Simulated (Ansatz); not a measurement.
**Fields on a plane of SnO2 (rutile)**

```
CELL_PARAMETERS angstrom
      4.75851     0.00000     0.00000
      0.00000     4.75851     0.00000
      0.00000     0.00000     3.20013
ATOMIC_POSITIONS crystal
  Sn 0.00000 0.00000 0.00000
  Sn 0.50000 0.50000 0.50000
  O  0.30590 0.30590 0.00000
  O  0.80590 0.19410 0.50000
  O  0.19410 0.80590 0.50000
  O  0.69410 0.69410 0.00000
```

The slice is a (010) plane (indices of the conventional cell) through the point (0.306, 0.306, 0.000) (fractional), spanned by u = [001] and v = [100] in vectors of this cell: u (3.20 Å) and v (4.76 Å, at 90° to u). It covers one period; positions are fractions (u, v).

Atoms on it: O at (0.00, 0.00). Other atoms lie within 1 Å of the plane.

These are r2SCAN (plane waves to 500 eV, PAW, scalar-relativistic; Ansatz, an electronic-structure program) values and carry that method's errors. k mesh 7×7×10. These are valence fields of a PAW run, semicore shells included where kept as valence: close to a nucleus they are smooth pseudo fields. SnO2 was relaxed with its symmetry unable to fall. The PAW data are Ansatz's earlier set.

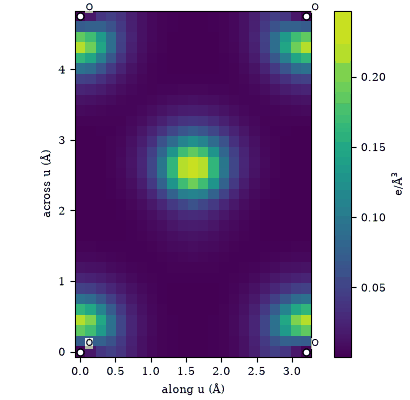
*Density of the highest valence band (whole band, smooth part) in e/Å³, one period of the plane, atoms marked. *

```tsv
v \ u	0.00	0.14	0.27	0.41	0.55	0.68	0.82	0.95
0.88	x	x	7.2	7.3	7.2	7.4	x	x
0.75	5.5	6.3	7.8	8.7	8.8	8.2	6.8	5.6
0.62	5.1	6.1	7.7	x	x	7.6	6.7	5.2
0.50	6.8	7.2	6.2	x	x	x	7.2	6.9
0.38	7.2	6.6	4.5	x	x	3.2	6.1	7.2
0.25	7.0	5.4	<0.0	<0.0	<0.0	<0.0	4.0	6.8
0.12	x	x	0.3	<0.0	<0.0	<0.0	x	x
0.00	x	x	x	2.6	1.8	3.8	x	x
```

Values: electrostatic potential energy of an electron, from the cell's mean, in eV. Points within 0.9 Å of a nucleus are blanked (x), as the pseudised field means little there. Values under 0 eV are set to 0. The zero, the cell's mean, hangs on the PAW cores.
